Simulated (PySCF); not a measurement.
**CrO3: what the electrons do**

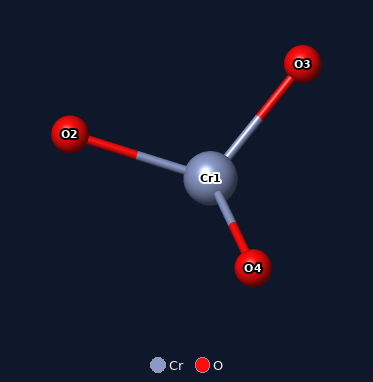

The molecule, with its atoms numbered as below. No frequency check shows the geometry to be a minimum.

Geometry (Å), atoms numbered from 1:

```
Cr1      0.0000   -0.0001   -0.2255
O2       1.4602   -0.3029    0.2255
O3      -0.9925   -1.1130    0.2256
O4      -0.4677    1.4161    0.2255
```

Part 1: Bonding charge

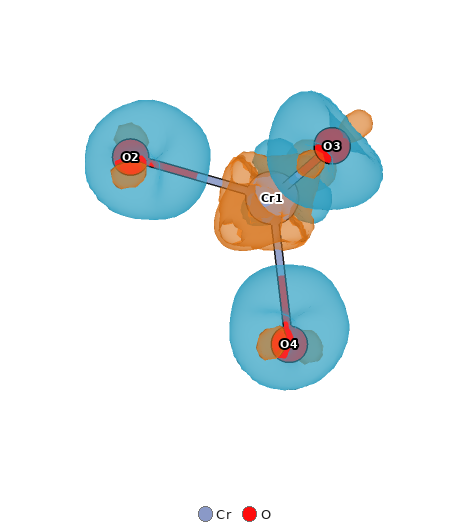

Deformation density (molecule less spherical, spin-averaged free atoms at the same positions), surfaces at ±0.14 e/Å³; light blue: gain, orange: loss.

PySCF calculation, B3LYP/def2-SVP, gas phase; geometry: GFN2-xTB. This is a single-reference result, which may miss multireference character in this system.

Question: Describe the bonding that the map shows.

Answer: Cr1–O3, Cr1–O2 and Cr1–O4: +0.27 e/Å³ at the bond critical point (bond length 1.56 Å, Mayer order 1.9). In all, 1.1 electrons gather in the regions of gain relative to the promolecule.

Part 2: Bond critical points

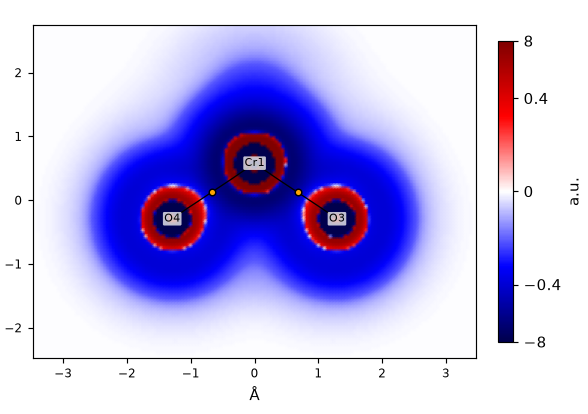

Negative Laplacian of the density (−∇²ρ) in the plane of Cr1, O3 and O4 (red positive, blue negative, colour scale in a.u., logarithmic beyond ±0.04), with bond paths and bond critical points (dots).

Question: Sort the bonds in the plane by the sign of ∇²ρ at their critical points.

Answer: At none is it concentrated. Depleted (∇²ρ > 0): Cr1–O3 and Cr1–O4 (+1.10 a.u., H = −0.225). A positive Laplacian with negative H is typical of metal–ligand bonds.

Part 3: Local ionisation energy

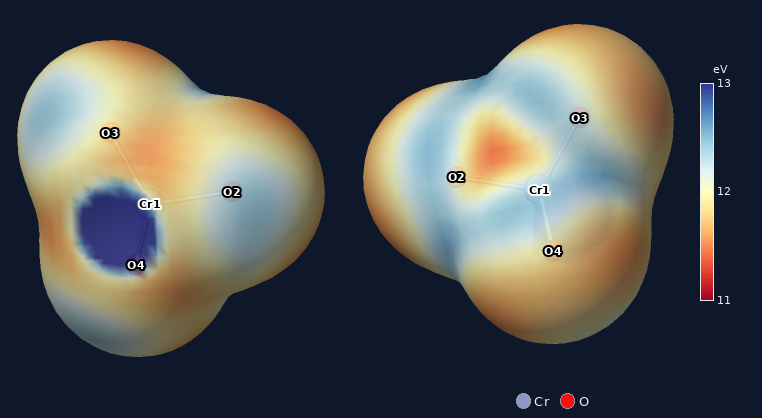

Average local ionisation energy on the surface of electron density 0.001 a.u. (back view left, front view right).

Question: Where are the most loosely bound electrons on this surface?

Answer: The lowest value is 11.4 eV, off the Cr1–O4 bond (2.1 Å from its atoms). Further minima include 11.5 eV, 1.7 Å from O3, and at like points elsewhere. For comparison, the highest occupied orbital lies at −8.8 eV.

Question: What volume does the surface enclose, and what is the dipole moment?

Answer: About 68 Å³; the dipole moment is 3.5 D.

Part 4: Removing or adding an electron

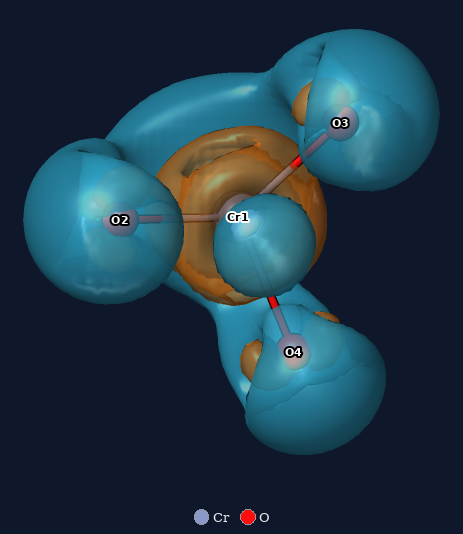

Fukui function f⁺ = ρ(N+1) − ρ(N) at fixed geometry, surfaces at ±0.02 e/Å³ (light blue positive, orange negative).

PySCF calculation, B3LYP/def2-TZVP, gas phase; geometry: GFN2-xTB. This is a single-reference result, which may miss multireference character in this system.

Question: On which atoms does the density change most on addition of an electron?

Answer: f⁺ (Hirshfeld-condensed) is largest on Cr1 (0.46); the vertical electron affinity is 3.28 eV (the stability of the anion's solution wasn't checked; rough: the basis has no diffuse functions). Condensed values hint at sites of nucleophilic attack but needn't mark the atom that reacts. Orbital relaxation makes it negative in places (0.24 e in all).

```tsv
atom	f⁺	charge
Cr1	+0.46	+0.76
O2	+0.18	−0.25
O3	+0.18	−0.25
O4	+0.18	−0.25
```

The PySCF runs shown took 6.2 s and 63 s on 1 thread of Arm Neoverse V1, on a shared host.
